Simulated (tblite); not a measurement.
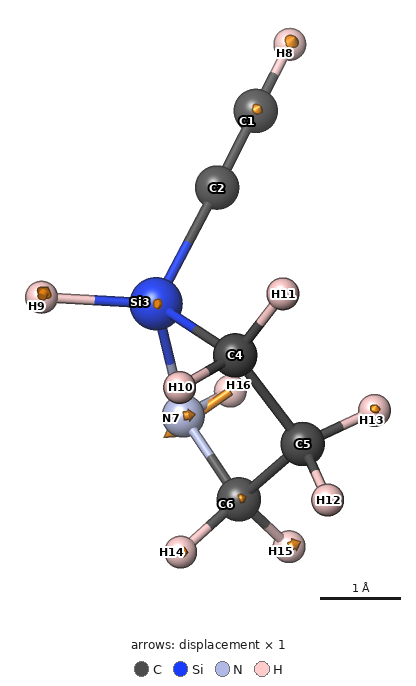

This is a relaxation of C₅H₉NSi. The starting structure is drawn; orange arrows show the displacements, at their true length. The two geometries are superimposed by the best rigid fit.

Style: ball-and-stick. Shown from a free direction.

Level of theory: GFN2-xTB geometry optimisation, gas phase (tblite 0.8.0). 

**Describe the change and its energy.**

The atom that moves furthest after the best rigid fit is H16 (1.05 Å). Largest moves by element: H 1.05 Å, N 0.17 Å, C 0.12 Å, Si 0.10 Å. Among the contacts that change: Si3–N7 1.755 → 1.716 Å, C6–N7 1.483 → 1.448 Å, C4–H10 1.109 → 1.090 Å, C6–H14 1.090 → 1.100 Å. Bond angles that change, for instance: Si3–N7–H16 105.9° → 126.3°, C2–Si3–H9 116.5° → 109.4°, N7–Si3–H9 109.8° → 116.5°. After 99 geometry steps the energy has fallen by 24.6 kJ/mol.
